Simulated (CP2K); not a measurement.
**InNH4 (SMILES [NH2][InH2]), step by step**

Aim: a geometry optimisation (PM6), then the harmonic vibrations of InNH4. 

Program for the calculation: CP2K 2026.2.

1 further run of the same task is left out (it didn't finish).

## 1. The system as given

InNH4 has 6 atoms, charge 0, and is taken as a singlet. SMILES: `[NH2][InH2]`. The shape is that of a PBE0-D4/def2-TZVP optimisation. The run starts from this shape.

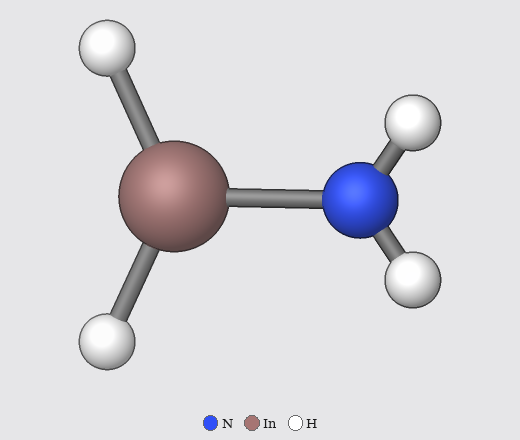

The structure, seen from a chosen angle (nitrogen blue, indium brown, hydrogen white).

## 2. A structure relaxation at PM6 (run 1)

molecule.inp reads:

```
&FORCE_EVAL
 METHOD Quickstep
 &DFT
  &QS
   METHOD PM6
   EPS_DEFAULT 1.0E-10
   &SE
    &COULOMB
     CUTOFF [angstrom] 50
     RC_RANGE [angstrom] 0
    &END COULOMB
    &EXCHANGE
     CUTOFF [angstrom] 50
     RC_RANGE [angstrom] 0
    &END EXCHANGE
   &END SE
  &END QS
  &POISSON
   PERIODIC NONE
   POISSON_SOLVER ANALYTIC
  &END POISSON
  &SCF
   SCF_GUESS ATOMIC
   EPS_SCF 1.0E-07
   MAX_SCF 150
   ADDED_MOS 2
   &DIAGONALIZATION
    ALGORITHM STANDARD
   &END DIAGONALIZATION
   &MIXING
    METHOD DIRECT_P_MIXING
    ALPHA 0.4
   &END MIXING
  &END SCF
  &PRINT
   &MOMENTS
    PERIODIC F
    REFERENCE COM
    MAX_MOMENT 1
   &END MOMENTS
   &MULLIKEN OFF
   &END MULLIKEN
   &HIRSHFELD OFF
   &END HIRSHFELD
  &END PRINT
 &END DFT
 &SUBSYS
  &CELL
   ABC 9.7 11.5 10.6
   PERIODIC NONE
  &END CELL
  &COORD
   N     -0.092200    -1.060500     0.036600
   In     0.095300     0.935900    -0.048300
   H     -0.598000    -1.552900     0.753400
   H      0.311900    -1.697300    -0.629300
   H      1.012500     1.520500    -1.370700
   H     -0.687400     1.790300     1.212100
  &END COORD
  &TOPOLOGY
   &CENTER_COORDINATES
   &END CENTER_COORDINATES
  &END TOPOLOGY
 &END SUBSYS
&END FORCE_EVAL

&MOTION
 &GEO_OPT
  OPTIMIZER LBFGS
  MAX_ITER 100
  MAX_FORCE 1.0E-04
  RMS_FORCE 6.7E-05
 &END GEO_OPT
 &PRINT
  &TRAJECTORY
   &EACH
    GEO_OPT 1
   &END EACH
  &END TRAJECTORY
  &FORCES ON
   &EACH
    GEO_OPT 1
   &END EACH
  &END FORCES
  &RESTART OFF
  &END RESTART
  &RESTART_HISTORY OFF
  &END RESTART_HISTORY
 &END PRINT
&END MOTION

&GLOBAL
 PROJECT_NAME molecule
 RUN_TYPE GEO_OPT
 PRINT_LEVEL LOW
&END GLOBAL
```

Run with:

```console
$ OMP_NUM_THREADS=1 cp2k.psmp molecule.inp > molecule.out
```

The program printed:

```text
CP2K| version string:                                       CP2K version 2026.2
[...]
 GLOBAL| Method name                                                        CP2K
[...]
 GLOBAL| Run type                                                        GEO_OPT
[...]
                             - Atoms:                                          6
[...]
                             - Spherical basis functions:                     12
[...]
 Number of electrons:                                                         12
[...]
     1 P_Mix/Diag. 0.40E+00    0.0     0.64619983        -7.4285992121 -7.43E+00
[...]
  *** SCF run converged in    19 steps ***
[...]
 ENERGY| Total FORCE_EVAL ( QS ) energy [hartree]            -10.493579890993221
[...]
 OPT| Step number                                                              1
[...]
 OPT| Total energy [hartree]                                      -10.5110861909
[...]
 OPT| Step number                                                             26
[...]
 OPT| Total energy [hartree]                                      -10.5172600037
[...]
 OPT| Step number                                                             27
[...]
 OPT| Total energy [hartree]                                      -10.5172601580
[...]
 ***                    GEOMETRY OPTIMIZATION COMPLETED                      ***
[...]
     9 DIIS/Diag.  0.13E-06    0.0     0.00000005       -10.5172601580 -1.40E-13
  *** SCF run converged in     9 steps ***
  Core-core repulsion energy [eV]:                            340.48213085043847
  Core Hamiltonian energy [eV]:                              -455.19817802770297
  Two-electron integral energy [eV]:                         -342.94631220193304
  Electronic energy [eV]:                                    -626.67133412866940
  Total energy [eV]:                                         -286.18920327823105
  Atomic reference energy [eV]:                               288.99841825771671
  Heat of formation [kcal/mol]:                                64.78204153718568
[...]
 SE_DIPOLE| Moment [Debye]         -1.76206618      -1.46124844      -1.01107396
 SE_DIPOLE| Derivative [a.u.]       0.00000000       0.00000000       0.00000000
 ENERGY| Total FORCE_EVAL ( QS ) energy [hartree]            -10.517260157986296
[...]
```

It took 0.62 s on 1 thread of Arm Neoverse V2, shared host.

Steps, from the record of the run:

```tsv
step	energy from the first frame kept (eV)	largest force (eV/Å)
1	0.0000	1.0444
3	-0.0582	0.2902
5	-0.0624	0.0660
7	-0.0630	0.0248
9	-0.0640	0.1075
11	-0.0675	0.2836
13	-0.0740	0.3518
15	-0.1083	0.8582
17	-0.1615	0.2759
19	-0.1671	0.0737
21	-0.1677	0.0616
23	-0.1680	0.0223
25	-0.1680	0.0112
27	-0.1680	0.0023
28	-0.1680	0.0023
```

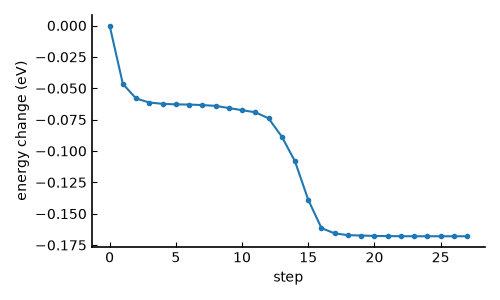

Energy along the run.

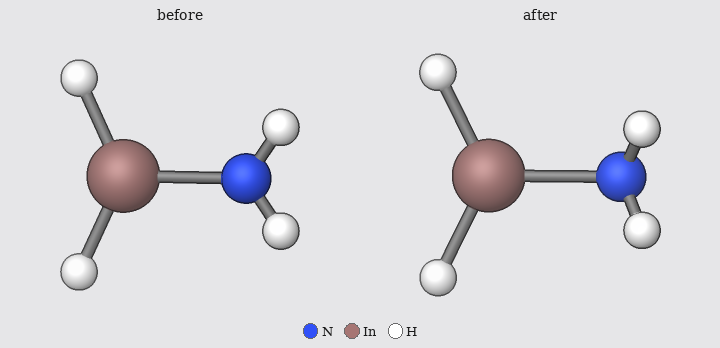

Before and after, at one scale.

After the run. Bond lengths: N1–In2 2.124 Å, N1–H3 1.001 Å, N1–H4 1.001 Å, In2–H5 1.835 Å, In2–H6 1.835 Å. Angles: N1–In2–H5 116.4°, N1–In2–H6 116.3°, In2–N1–H3 112.3°, In2–N1–H4 112.4°, H5–In2–H6 127.2°, H3–N1–H4 108.2°.

## 3. The harmonic vibrations at PM6 (run 2)

calc.py reads:

```python
import numpy as np
from ase import Atoms
from ase.calculators.cp2k import CP2K
from ase.vibrations import Vibrations
from ase.thermochemistry import IdealGasThermo

atoms = Atoms(['N', 'In', 'H', 'H', 'H', 'H'],
              positions=[(4.353213, 4.531820, 5.266852),
                         (4.753544, 6.616748, 5.313998),
                         (4.199343, 4.153136, 6.180519),
                         (5.090203, 4.012050, 4.832612),
                         (5.785770, 7.280851, 3.949557),
                         (3.984727, 7.562396, 6.686063)])
atoms.set_cell([9.8, 11.6, 10.7])
atoms.center()
cp2k_input = """
&FORCE_EVAL
    METHOD QUICKSTEP
    &DFT
        CHARGE 0
        MULTIPLICITY 1
        &QS
            METHOD PM6
            EPS_DEFAULT 1.0E-10
            &SE
                &COULOMB
                    CUTOFF [angstrom] 50
                    RC_RANGE [angstrom] 0
                &END COULOMB
                &EXCHANGE
                    CUTOFF [angstrom] 50
                    RC_RANGE [angstrom] 0
                &END EXCHANGE
            &END SE
        &END QS
        ! cluster boundary conditions
        &POISSON
            PERIODIC NONE
            POISSON_SOLVER ANALYTIC
        &END POISSON
        ! self-consistent field
        &SCF
            SCF_GUESS ATOMIC
            EPS_SCF 1.0E-08
            MAX_SCF 150
            ADDED_MOS 2
            &DIAGONALIZATION
                ALGORITHM STANDARD
            &END DIAGONALIZATION
            &MIXING
                METHOD DIRECT_P_MIXING
                ALPHA 0.4
            &END MIXING
        &END SCF
        ! extra output
        &PRINT
            &MOMENTS
                PERIODIC F
                REFERENCE COM
                MAX_MOMENT 1
            &END MOMENTS
            &MULLIKEN OFF
            &END MULLIKEN
            &HIRSHFELD OFF
            &END HIRSHFELD
        &END PRINT
    &END DFT
    ! structure
    &SUBSYS
    &END SUBSYS
&END FORCE_EVAL
"""
cp2k = CP2K(command="cp2k.psmp -s", label="gas", inp=cp2k_input, basis_set=None, basis_set_file=None, potential_file=None, pseudo_potential=None, xc=None, cutoff=None, max_scf=None, charge=None, uks=False,
            force_eval_method=None, print_level="LOW", poisson_solver=None, stress_tensor=False)
atoms.calc = cp2k
energy = atoms.get_potential_energy()
print(f"energy {energy:.6f} eV")
vib = Vibrations(atoms, delta=0.005)
vib.run()
vib.summary()
modes = vib.get_energies()[-12:]
thermo = IdealGasThermo(vib_energies=modes, potentialenergy=energy, atoms=atoms, geometry="nonlinear", symmetrynumber=1, spin=0, ignore_imag_modes=True)
thermo.get_gibbs_energy(temperature=298.15, pressure=101325.0)
```

Run with:

```console
$ OMP_NUM_THREADS=1 python calc.py
```

The program printed:

```text
energy -286.189203 eV
---------------------
  #    meV     cm^-1
---------------------
  0    1.7i     13.4i
  1    0.2i      1.4i
  2    0.0i      0.0i
  3    0.0       0.0
  4    0.0       0.1
  5    0.6       4.7
  6   25.5     205.3
  7   46.2     372.7
  8   61.2     493.4
  9   71.9     579.7
 10   81.0     653.2
 11   94.7     764.0
 12  116.1     936.3
 13  197.4    1591.8
 14  317.9    2563.8
 15  319.6    2577.8
 16  352.8    2845.8
 17  357.8    2885.7
---------------------
Zero-point energy: 1.021 eV
Enthalpy components at T = 298.15 K:
===============================
Enthalpy components at T = 298.15 K:
===============================
E_pot               -286.189 eV
E_ZPE                  1.021 eV
Cv_trans (0->T)        0.039 eV
Cv_rot (0->T)          0.039 eV
Cv_vib (0->T)          0.043 eV
-------------------------------
U                   -285.049 eV
===============================
(C_v -> C_p)           0.026 eV
-------------------------------
H                   -285.023 eV
===============================

Entropy components at T = 298.15 K and P = 101325.0 Pa:
=================================================
{"":15s}{"S":13s}     {"T*S:13s}
S_trans (1 bar)    0.0017602 eV/K        0.525 eV
S_rot              0.0009564 eV/K        0.285 eV
S_elec             0.0000000 eV/K        0.000 eV
S_vib              0.0002189 eV/K        0.065 eV
S (1 bar -> P)    -0.0000011 eV/K       -0.000 eV
-------------------------------------------------
S                  0.0029344 eV/K        0.875 eV
=================================================

Free energy components at T = 298.15 K and P = 101325.0 Pa:
=======================
    H       -285.023 eV
 -T*S         -0.875 eV
-----------------------
    G       -285.898 eV
=======================
```

gas.out, cut to the lines that bear on the results:

```text
CP2K| version string:                                       CP2K version 2026.2
[...]
 GLOBAL| Method name                                                        CP2K
[...]
 GLOBAL| Run type                                                   ENERGY_FORCE
[...]
 *** WARNING in qs_kind_types.F:2264 :: Information provided in the input ***
 *** file regarding BASIS for KIND <N> will be ignored!                   ***
 *** WARNING in qs_kind_types.F:2264 :: Information provided in the input ***
 *** file regarding BASIS for KIND <In> will be ignored!                  ***
 *** WARNING in qs_kind_types.F:2264 :: Information provided in the input ***
 *** file regarding BASIS for KIND <H> will be ignored!                   ***
[...]
 Number of electrons:                                                         12
[...]
     1 P_Mix/Diag. 0.40E+00    0.0     0.01103226       -10.5168928170 -1.05E+01
[...]
    25 DIIS/Diag.  0.13E-07    0.0     0.00000
```

Wall time 1.9 s (1 thread of Arm Neoverse V2, shared host).

## 4. Outcome

| quantity | value |
| --- | --- |
| run 1, PM6: total energy at the end | -10.51726 Eh |
| run 1, PM6: dipole moment | 2.50 D |
| run 1, PM6: heat of formation | 64.8 kcal/mol |
| run 2, PM6: lowest harmonic wavenumber | 205 cm⁻¹ |
| run 2, PM6: highest harmonic wavenumber | 2886 cm⁻¹ |
| run 2, PM6: zero-point energy | 98.5 kJ/mol |
| run 2, PM6: ideal-gas entropy at 298.15 K (symmetry number 1 as used) | 67.7 cal/(mol K) |

The optimisation (run 1, PM6) took 27 steps. All 12 modes (run 2, PM6) are real, so the shape is a minimum at this level.
